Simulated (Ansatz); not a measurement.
**Screening in MgH2 (P4_2/mnm)**

Aim: the electronic dielectric constant of MgH2 (P4_2/mnm) by perturbation theory, a sum over states and the RPA step of G0W0.

Method: linear response on PBE, plane waves, PAW, in Ansatz 0.2.0.

## 1. The structure

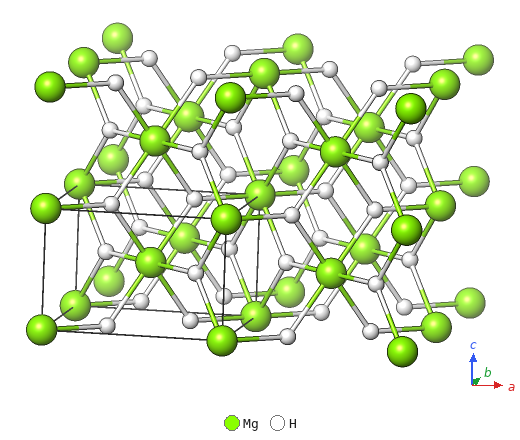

The starting structure, seen slightly off an axis (magnesium green, hydrogen white). 2×2×2 cells are drawn. Some periodic images of atoms are drawn too.

The cell and positions come from the Crystallography Open Database and are kept as given unless a step says otherwise. The default PAW set here is soft_2. Its files were made with PBE.

## 2. Response to a homogeneous field

The response to a uniform field gives ε∞, a yardstick for the screening that GW builds on its mesh.

This step: dielectric response by perturbation theory, PBE, plane waves, PAW.

The input, input.yaml:

```yaml
crystal:
  lattice:
    - [4.5168, 0.0, 0.0]
    - [0.0, 4.5168, 0.0]
    - [0.0, 0.0, 3.0205]
  atoms:
    - { symbol: Mg, position: [0.0, 0.0, 0.0] }
    - { symbol: Mg, position: [0.5, 0.5, 0.5] }
    - { symbol: H, position: [0.306, 0.306, 0.0] }
    - { symbol: H, position: [0.194, 0.806, 0.5] }
    - { symbol: H, position: [0.694, 0.694, 0.0] }
    - { symbol: H, position: [0.806, 0.194, 0.5] }
kpoints:
  mp_grid: { grid: [6, 6, 8] }
hamiltonian:
  xc: pbe
scf:
  occupations: { method: fixed }
dielectric: {}
```

Run with:

```bash
$ ansatz run input.yaml --threads 3 --pin off --max-ram 92160MiB --backend cuda --events-out ev --progress --plain --runs-dir out --devices 1 --max-vram 13GiB  # rebuilt from the run's record
```

Numbers of over 12 decimals in the logs are rounded to 6 here.

Log:

```text
GPUs: using 1 of 1 available (devices: 1).
Engine: ansatz 0.2.0, x86_64-unknown-linux-gnu
Pseudopotentials: kind: paw
Pseudopotential: Mg, paw, valence charge 10, recommended cutoff 420 eV (normal), Mg.paw.azcp
Pseudopotential: H, paw, valence charge 1, recommended cutoff 420 eV (normal), H.paw.azcp
Functional definition: PBE
  parameter kappa = 0.804
  parameter beta = 0.066725
  exchange = pbe_x(kappa = kappa, mu = beta*pi^2/3)
  correlation = pbe_c(beta = beta)
device memory: the entry about to start is reckoned to put 1.8 GiB on a device that reports 47.6 GiB free (of which the cap on the GPU budget leaves the run 13.0 GiB)
GPU FFT provider: cuFFT
GPU libraries: cuBLAS 13.8.2, cuFFT 12.4.0, cuSOLVER 12.3.4
Crystal: 6 atoms, lattice volume = 61.623 Å³
Basis set: ecut = 420 eV, 1195 PW (Γ), exchange–correlation on 64×64×48 points (8 copies of the dense FFT grid, shifted against one another)
Bands: 18, of which v1, the nominal top of the filled ones, is band 12 counted from 1 (11 counted from 0)
Symmetry: 16 space group operations
k-points: 104 of 288 (irreducible under 2 space group operations, time reversal used)
Non-local potential: Mg, projectors of the file, l = 0: 3, l = 1: 2, l = 2: 1
Non-local potential: H, projectors of the file, l = 0: 2, l = 1: 1
PAW form: soft (Blöchl's): semilocal exchange-correlation on the pseudo side does not see the compensation charge
PAW one-centre angular grid: Mg, 110 points (default); XC on 64 Gauss nodes
PAW one-centre angular grid: H, 110 points (default); XC on 64 Gauss nodes
Initial density: superposition of atomic densities (neutral atoms: chi_scale 0, normalization atom), corrected by the library's trained network
Initial wavefunctions: pseudopotential atomic-orbital guess
GPU buffer pool allocated for 24576 grid points (all kernels)
GPU transforms: local potential and band sums: pruned to the plane-wave sphere, on 32×32×24
Functional: x = pbe(κ = 0.804, μ = 0.219515), c = pbe(β = 0.066725)
SCF iter   1: F=—  HF=-3912.184474 eV  |F-HF|=—  |Δ(HF+E_count)|=         —  Δρ=4.57e-4  dr2=6.47e-5  ethr=1.77e-3  ⟨swp⟩=4.7  Hψ=8569  notcnv=0  defer=395
preconditioner: auto → none  [insulator: Δε(μ)=3.797 eV  Ē_g=10.044 eV  n_scr=10 (ndim 8)  ℏωp=13.4 eV  f_vac=0.000  ε∞_Penn≈2.8]
SCF iter   2: F=—  HF=-3912.184421 eV  |F-HF|=—  |Δ(HF+E_count)|=   5.32e-5  Δρ=1.89e-4  dr2=7.20e-6  ethr=2.70e-7  ⟨swp⟩=2.0  Hψ=4143  notcnv=0  defer=416
SCF iter   3: F=—  HF=-3912.184474 eV  |F-HF|=—  |Δ(HF+E_count)|=   5.34e-5  Δρ=6.69e-5  dr2=8.45e-7  ethr=3.00e-8  ⟨swp⟩=2.0  Hψ=2730  notcnv=0  defer=342
SCF iter   4: F=—  HF=-3912.184559 eV  |F-HF|=—  |Δ(HF+E_count)|=   8.46e-5  Δρ=1.46e-5  dr2=4.72e-8  ethr=3.52e-9  ⟨swp⟩=2.0  Hψ=2106  notcnv=0  defer=187
SCF iter   5: F=—  HF=-3912.184559 eV  |F-HF|=—  |Δ(HF+E_count)|=   3.08e-7  Δρ=7.60e-7  dr2=1.35e-10  ethr=1.96e-10  ⟨swp⟩=2.0  Hψ=2938  notcnv=0  defer=188
SCF iter   6: F=-3912.184559 eV  HF=-3912.184559 eV  |F-HF|=3.18e-12  |Δ(HF+E_count)|=  4.67e-10  Δρ=5.73e-8  dr2=1.46e-12  ethr=1.00e-12  ⟨swp⟩=6.6  Hψ=6278  notcnv=0
SCF 1 converged in 6 iterations: F = -3912.184559 eV  dr2 = 1.46e-12
  greatest PAW one-centre occupation: 1.000 electrons in one spin orbital (limit 2), on the Mg atom at site 0 (counted from 0), in its partial waves of l = 0
the response reads at least the filled bands of the reference SCF and the lowest empty band at each k-point, and that SCF's band table does not vouch for those bands. The notice of the band table in this run's record says why
device memory: the entry about to start is reckoned to put 0.1 GiB on a device that reports 46.8 GiB free (of which the cap on the GPU budget leaves the run 13.0 GiB)
device memory: the entry about to start is reckoned to put 0.9 GiB on a device that reports 46.8 GiB free (of which the cap on the GPU budget leaves the run 13.0 GiB)
DFPT response loops at Γ: preconditioner auto → none (the input reference at scf.mixing.eps_inf says where Resta's filter doesn't serve); β = 0.50; Broyden in place of MSR1
── the response to a field inside a basis, on 6×6×8 k-points: an SCF that follows is theirs, and a resumed run solves both again ──
device memory: the entry about to start is reckoned to put 0.2 GiB on a device that reports 53.3 GiB free (of which the cap on the GPU budget leaves the run 13.0 GiB)
GPU FFT provider: cuFFT
GPU libraries: cuBLAS 13.8.2, cuFFT 12.4.0, cuSOLVER 12.3.4
Bands: 13, of which v1, the nominal top of the filled ones, is band 12 counted from 1 (11 counted from 0)
k-points: 24 of 288
Initial density: handed on by an earlier stage of this run
Initial wavefunctions: pseudopotential atomic-orbital guess (no wavefunctions were taken with the density)
GPU buffer pool allocated for 24576 grid points (all kernels)
GPU transforms: band sums: pruned to the plane-wave sphere, on 32×32×24
Eigensolver: Dense (24 Hₖ)
SCF iter   1: F=—  HF=-3912.184108 eV  |F-HF|=—  |Δ(HF+E_count)|=         —  Δρ=2.90e-4  dr2=1.14e-5  ethr=1.00e-1
preconditioner: auto → none  [insulator: Δε(μ)=3.901 eV  Ē_g=7.506 eV  n_scr=10 (ndim 8)  ℏωp=13.4 eV  f_vac=0.000  ε∞_Penn≈4.2]
SCF iter   2: F=—  HF=-3912.184118 eV  |F-HF|=—  |Δ(HF+E_count)|=   1.05e-5  Δρ=1.38e-4  dr2=2.31e-6  ethr=4.73e-8
SCF iter   3: F=-3912.184123 eV  HF=-3912.184123 eV  |F-HF|=6.76e-8  |Δ(HF+E_count)|=   4.43e-6  Δρ=1.51e-5  dr2=3.97e-8  ethr=9.62e-9
SCF 1 converged in 3 iterations: F = -3912.184123 eV  dr2 = 3.97e-8
  greatest PAW one-centre occupation: 1.000 electrons in one spin orbital (limit 2), on the Mg atom at site 1 (counted from 0), in its partial waves of l = 0
device memory: the entry about to start is reckoned to put 0.1 GiB on a device that reports 53.8 GiB free (of which the cap on the GPU budget leaves the run 12.9 GiB)
device memory: the entry about to start is reckoned to put 1.2 GiB on a device that reports 53.8 GiB free (of which the cap on the GPU budget leaves the run 12.9 GiB)
DFPT response loops at Γ: mixed as the last ones told, above
SCF converged after 6 iterations
Free energy (F): -3912.184559 eV
Harris-Foulkes:  -3912.184559 eV  (|F-HF|=3.18e-12)
Internal energy: -3912.184559 eV  (E = F + TS)
E sigma→0 (E₀):  -3912.184559 eV
Fermi energy:    1.776462 eV
--- Per-component energies (eV) ---
  E_band       = -753.008539
  E_kinetic    = 207.816610
  E_local      = -3454.350106  (includes V_loc(G=0)·N_el)
  E_nonlocal   = 195.967840
  E_hartree    = 1239.208831
  E_xc         = -95.016296
  E_vxc        = -122.626579  (∫ρ·V_xc dr)
  E_paw        = -586.671103  (= ΣΔE_a)
  E_vpaw       = -58.228705  (= ΣTr[D̂ρ^β])
  E_aug_tail   = -0.005291  (compensation charges beyond the density's cutoff)
  E_ewald      = -1419.135044
  E_smearing   = -0.000000  (= −TS)
  E_closure    = -0.000000  (closes the sum)
  Σ components = -3912.184559   (vs F -3912.184559, Δ=0.00e0)
--- Band table (eV; the first three rows and the last of 104) ---
  k-point 0: bands = [... 8 lower, -4.6186, 0.3699, 0.3699, 1.3012, 6.5357, 6.8848, 10.9141, 10.9141, ... 2 higher]
  k-point 1: bands = [... 8 lower, -4.3850, 0.5232, 0.5232, 1.3052, 6.7920, 6.9673, 10.6168, 11.0431, ... 2 higher]
  k-point 2: bands = [... 8 lower, -3.6975, 0.9414, 0.9414, 1.0854, 6.9308, 7.5610, 9.3798, 10.7555, ... 2 higher]
  k-point 103: bands = [... 8 lower, -0.0993, -0.0993, 0.8679, 0.8679, 5.6487, 5.6487, 5.9760, 5.9760, ... 2 higher]
--- Dielectric response (ions clamped): 3 representative field directions + reference, inside a basis on a mesh of 288 k-points (Σ response iterations 12) ---
  ε∞ (high-frequency dielectric tensor):
        3.949729     0.000000     0.000000
        0.000000     3.949729     0.000000
        0.000000     0.000000     3.999165
  Born effective charges Z* (e; rows j = field, columns β = displacement):
    site 0:
         1.87485    0.13733    0.00000
         0.13733    1.87485    0.00000
         0.00000    0.00000    1.97096
    site 1:
         1.87485   -0.13733    0.00000
        -0.13733    1.87485    0.00000
         0.00000    0.00000    1.97096
    site 2:
        -0.93742   -0.22564    0.00000
        -0.22564   -0.93742    0.00000
         0.00000    0.00000   -0.98548
    site 3:
        -0.93742    0.22564    0.00000
         0.22564   -0.93742    0.00000
         0.00000    0.00000   -0.98548
    site 4:
        -0.93742   -0.22564    0.00000
        -0.22564   -0.93742    0.00000
         0.00000    0.00000   -0.98548
    site 5:
        -0.93742    0.22564    0.00000
         0.22564   -0.93742    0.00000
         0.00000    0.00000   -0.98548
  Z* charge neutrality: 7.128e-4 e pre-enforcement
  solved inside a basis spanned on kpoints, on 6×6×8 k-points, its susceptibility summed on 8×8×12: ε∞ is read to err by 9.0e-3, Z* by 1.1e-2 e (field_mesh: kpoints solves on kpoints); Z* is corrected for what the basis lacks
```

The job ended after 18 s (1 × NVIDIA H100 80GB HBM3 (shared by 6 runs) with 3 threads of AMD EPYC 7R13 (Zen 3), shared host; peak memory 1.2 GiB; 33 s of CPU time).

In the SCF lines HF is the Harris–Foulkes energy and dr2 the Hartree energy of the density residual, in eV; the loop may stop once dr2 is under the threshold and the program's other checks hold. Hψ counts applications of the Hamiltonian.

This step gave:

```
stated error of ε∞ : 0.009
```

One over ε∞ averages 0.25, near the quarter of exact exchange in PBE0.

High-frequency dielectric tensor:

```
3.95 0.00 0.00
0.00 3.95 0.00
0.00 0.00 4.00
```

Born effective charge (e), principal values of the symmetric part by kind of site:

```csv
atom,atoms with these values,low,middle,high,mean
Mg1,2,1.74,1.97,2.01,1.91
H3,4,-1.16,-0.99,-0.71,-0.95
```

In full for Mg1:

```
1.87 0.14 0.00
0.14 1.87 0.00
0.00 0.00 1.97
```

## 3. Independent-particle spectrum

The independent-particle spectrum shows where the oscillator strength lies, before excitons and local fields.

This step: independent-particle optics on PBE, plane waves, PAW.

Edit input.yaml of step 2 so:

```diff
@@ -18,2 +18,4 @@
   occupations: { method: fixed }
-dielectric: {}
+  n_extra_bands: 42
+output:
+  optics: { e_range: [0, 25], de: 0.1, sigma: 0.2 }
```

Log:

```text
[...]
GPUs: using 1 of 1 available (devices: 1).
[...]
GPU FFT provider: cuFFT
GPU libraries: cuBLAS 13.8.2, cuFFT 12.4.0, cuSOLVER 12.3.4
Crystal: 6 atoms, lattice volume = 61.623 Å³
Basis set: ecut = 420 eV, 1195 PW (Γ)
Bands: 54, of which v1, the nominal top of the filled ones, is band 12 counted from 1 (11 counted from 0)
[... 1 set-up line as in the run before ...]
[...]
k-points: 50 of 288
[...]
GPU buffer pool allocated for 24576 grid points (all kernels)
[...]
SCF iter   1: F=—  HF=-3912.184335 eV  |F-HF|=—  |Δ(HF+E_count)|=         —  Δρ=4.41e-4  dr2=5.70e-5  ethr=1.77e-3  ⟨swp⟩=4.0  Hψ=9465  notcnv=0  defer=1871
[...]
SCF iter   6: F=-3912.184568 eV  HF=-3912.184568 eV  |F-HF|=5.00e-12  |Δ(HF+E_count)|=  2.94e-10  Δρ=9.77e-8  dr2=2.93e-12  ethr=1.00e-12  ⟨swp⟩=10.4  Hψ=16088  notcnv=0
SCF 1 converged in 6 iterations: F = -3912.184568 eV  dr2 = 2.93e-12
[...]
Optics k sum: 0 of 50 k-points
Optics k sum: 3 of 50 k-points
[...]
Optics k sum: 50 of 50 k-points
[...]
SCF converged after 6 iterations
Free energy (F): -3912.184568 eV
[...]
Internal energy: -3912.184568 eV  (E = F + TS)
E sigma→0 (E₀):  -3912.184568 eV
Fermi energy:    1.776453 eV
[...]
--- Band table (eV; the first three rows and the last of 50) ---
  k-point 0: bands = [... 8 lower, -4.6187, 0.3698, 0.3698, 1.3012, 6.5356, 6.8848, 10.9140, 10.9140, ... 38 higher]
  k-point 1: bands = [... 8 lower, -4.3850, 0.5232, 0.5232, 1.3052, 6.7920, 6.9673, 10.6168, 11.0431, ... 38 higher]
  k-point 2: bands = [... 8 lower, -3.6975, 0.9413, 0.9413, 1.0854, 6.9307, 7.5610, 9.3798, 10.7555, ... 38 higher]
  k-point 49: bands = [... 8 lower, -0.0993, -0.0993, 0.8678, 0.8678, 5.6487, 5.6487, 5.9760, 5.9760, ... 38 higher]
```

It took 18 s on 1 × NVIDIA H100 80GB HBM3 (shared by 6 runs) with 3 threads; peak memory 1.3 GiB; 33 s of CPU time.

Numbers from this step:

| Item | Value |
| --- | --- |
| ε∞ without local fields (xx, yy, zz) | 4.006, 4.006, 4.077 |
| electrons in the f-sum (xx, yy, zz) | 11.94, 11.94, 11.82 |
| bands in the explicit sum (the static value is completed to all bands) | 54 |

The sum gives ε∞ = 4.01 and 4.08 without local fields.

The ε₂ has structure finer than the step of the table below, so its rows give means over 2 eV, whole bins alone (the curve runs from 0 to 25 eV). Peaks (eV: height): xx=yy 6.1: 12.1; zz 5.8: 14.1.

Independent particles, no local fields, Gaussian width 0.2 eV. Table of ε₂ by photon energy; means over each step:

```csv
photon energy (eV),xx=yy,zz
2,0,0
4,0.508,0.207
6,8.59,8.86
8,3.90,4.48
10,1.64,1.46
12,0.679,0.723
14,0.405,0.393
16,0.240,0.240
18,0.149,0.179
20,0.122,0.119
22,0.0928,0.0907
24,0.0689,0.0700
```

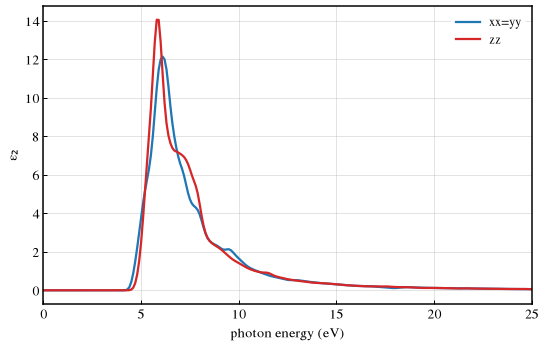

ε₂ against photon energy.

Independent particles, no local fields, Gaussian width 0.2 eV. Table of loss function by photon energy; read off at these points:

```csv
photon energy (eV),xx=yy,zz
2.5,0,0
5.0,0.0349,0.0186
7.5,0.179,0.146
10.0,0.386,0.411
12.5,1.42,1.24
15.0,2.84,2.90
17.5,0.955,1.09
20.0,0.379,0.415
22.5,0.201,0.208
25.0,0.119,0.111
```

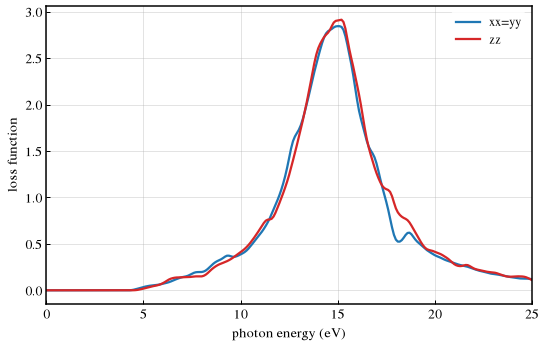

Loss function against photon energy.

## 4. RPA screening from the G0W0 run

Now the one-shot GW correction: screening in the RPA, then the self-energy of the levels asked for.

This step: G0W0 on PBE, plane waves, PAW.

input.yaml, the sections that differ from step 3:

```yaml
kpoints:
  mp_grid: { grid: [4, 4, 6] }
scf:
  occupations: { method: fixed }
gw:
  n_empty_bands: 395
  ecut_chi: 200.0
  qp_bands: [v2, c2]
  qp_kpoints: band_edges
  screening: { model: contour_deformation }
# crystal, hamiltonian: as in step 3
# output: removed
```

Log:

```text
GPUs: using 1 of 1 available (devices: 1).
[...]
GPU FFT provider: cuFFT
GPU libraries: cuBLAS 13.8.2, cuFFT 12.4.0, cuSOLVER 12.3.4
Crystal: 6 atoms, lattice volume = 61.623 Å³
Basis set: ecut = 420 eV, 1195 PW (Γ)
Bands: 18, of which v1, the nominal top of the filled ones, is band 12 counted from 1 (11 counted from 0)
[... 1 set-up line as in the run before ...]
[...]
k-points: 24 of 96
[...]
1    14      6.9939    -5.9488    -3.8143   -10.3980  0.8034     7.6333     7.6288  root
[...]
23    11      0.8681   -15.0523     2.3897   -11.1148  0.7583    -0.7214    -0.6797  root
    23    12      0.8681   -15.0523     2.3897   -11.1148  0.7583    -0.7214    -0.6797  root
    23    13      5.6488    -5.2771    -3.6550    -9.5227  0.8115     6.2430     6.2394  root
    23    14      5.6488    -5.2771    -3.6550    -9.5227  0.8115     6.2430     6.2394  root
[key lines of the parts left out:]
SCF converged after 6 iterations
Free energy (F): -3912.183862 eV
Fermi energy:    1.741094 eV
```

Run time: 29 s. Hardware: 1 × NVIDIA H100 80GB HBM3 (shared by 6 runs) with 3 threads; peak memory 1.7 GiB; 44 s of CPU time.

Numbers from this step:

| Item | Value |
| --- | --- |
| bands summed | 407 |
| RPA ε∞ on this mesh (eigenvalues) | 3.655, 3.655, 3.667 |
| plane waves in the screening matrix | 391 |
| G0W0 gap on the mesh | 5.986 eV |
| k of the valence top | 0, 0.25, 0 |
| k of the conduction bottom | -0.5, -0.5, -0.5 |
| starting gap on the mesh | 3.908 eV |
| least direct G0W0 gap on the computed points | 6.766 eV |

The gap on the mesh goes from 3.91 eV to 5.99 eV, a correction of +2.08 eV. Between the two edge states, bare exchange in place of the xc potential would open the gap by 7.81 eV, and correlation takes back 5.74 eV.

Mean over the mesh in bins of 0.25 1/Å. The static inverse dielectric function, diagonal by length of q+G:

```csv
length of q+G (Å⁻¹),"static inverse dielectric function, diagonal"
0.35,0.301
0.80,0.398
1.05,0.461
1.51,0.572
2.01,0.682
2.25,0.727
2.76,0.815
3.25,0.882
3.51,0.908
3.99,0.940
4.25,0.951
4.75,0.967
5.25,0.977
5.51,0.980
6.00,0.986
6.49,0.990
6.75,0.992
7.19,0.994
```

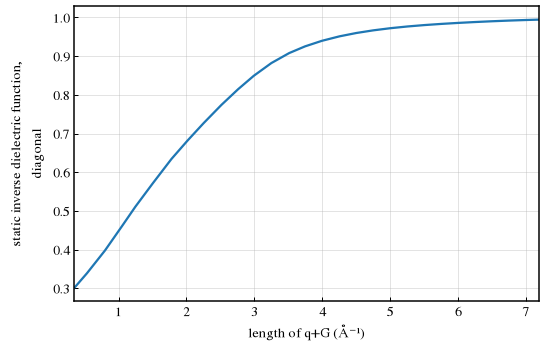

Static inverse dielectric function, diagonal, plotted against length of q+G.

## 5. The values together

Times are wall times on 1 × NVIDIA H100 80GB HBM3 (shared by 6 runs) with 3 threads of AMD EPYC 7R13 (Zen 3), shared host, good to a factor of about two.

```csv
method,mesh,"ε∞, low",middle,high,mean,time
perturbation theory (local fields and xc kernel),6×6×8 (response on 288 points),3.95,3.95,4.00,3.97,18 s
sum over states (no local fields),6×6×8,4.01,4.01,4.08,4.03,18 s
"RPA with local fields, on the GW mesh",4×4×6,3.66,3.66,3.67,3.66,29 s
```

## 6. What came out

```json
{
 "perturbation theory (local fields and xc kernel)": "3.95, 3.95, 4.00",
 "sum over states (no local fields)": "4.01, 4.01, 4.08",
 "RPA with local fields, on the GW mesh": "3.66, 3.66, 3.67"
}
```

In words: Mean Born effective charge: Mg1 1.91, H3 -0.95 e. The ε₂ (xx=yy) has its highest peak at 6.1 eV. The loss function (xx=yy) has its highest peak at 15 eV. The sum without local fields gives 4.03 in the mean against 3.97 by perturbation theory; local fields lower ε∞ and the xc kernel gives part of it back, though the sum also carries the error of its own mesh. The RPA values on the 4×4×6 mesh average 0.92 times those of perturbation theory (means 3.66 and 3.97). Without the xc kernel RPA should lie a little lower, as the mean does. PBE usually puts the gap too low, which tends to raise ε∞. Ions are clamped, so the lattice part of the static constant is not in these numbers.

[Paths, hosts, dates, memory and timing lines, banners, echoed tables and standing remarks are left out of the program output.]

[Logs are printed without paths, hosts, clocks, repeated set-up lines and the standing remarks that a program may print on its own settings, such as how far it seeks lower states.]

[Runs of the session that timed out or met a known fault of the program may be left out.]

[Cells called generated may have been cut or substituted from an entry of the Crystallography Open Database or the Materials Project.]

[Hosts, paths, dates, database ids (printed as entryN), source tags and the programs' standing remarks are cut or masked in the printed files.]
